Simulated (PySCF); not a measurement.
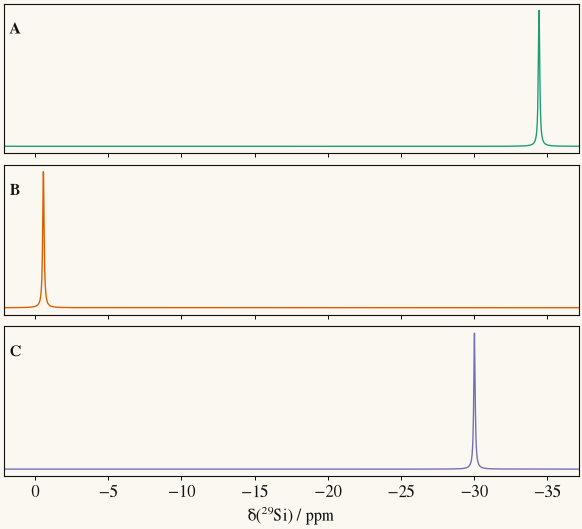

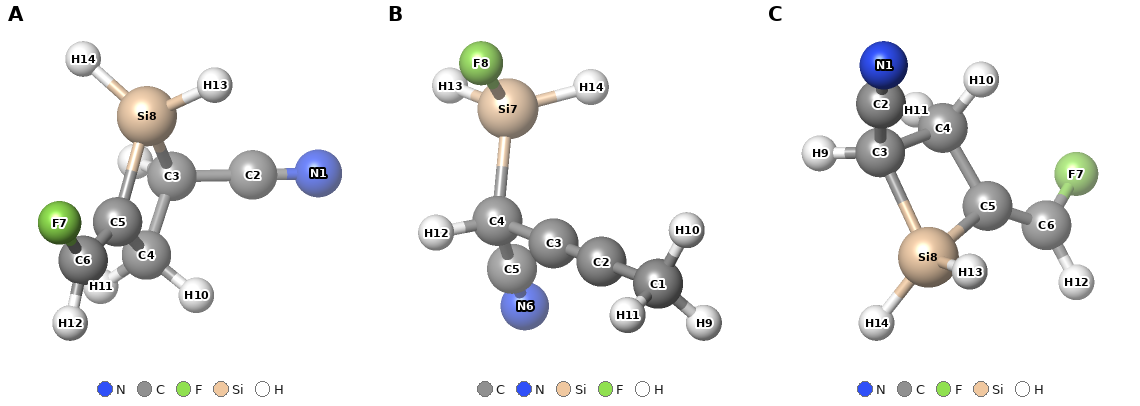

Related molecules: A is C₅H₆FNSi, SMILES N#C[C@H]1C/C(=C/F)[SiH2]1; B is C₅H₆FNSi, SMILES CC#C[C@H](C#N)[SiH2]F; C is C₅H₆FNSi, SMILES N#C[C@H]1C/C(=C\F)[SiH2]1. GIAO ²⁹Si shifts against TMS, PBE0/pcSseg-1 with PySCF 2.14.0, at a GFN2-xTB geometry (no frequency check); fully decoupled, line heights follow the number of nuclei within a panel, widths are arbitrary (no quadrupolar broadening); values of one conformer, averaged over methyl-type rotors and exact or near symmetry; other conformers aren't averaged in.

Q: How does the ²⁹Si shift respond?

A: From A (−34.4 ppm) to B (−0.6 ppm) the nucleus is deshielded by 33.9 ppm. From A (−34.4 ppm) to C (−30.0 ppm) the nucleus is deshielded by 4.4 ppm.

Caveats, for all or some of the runs: the tight-binding geometry is rougher than a DFT one and adds to the error.
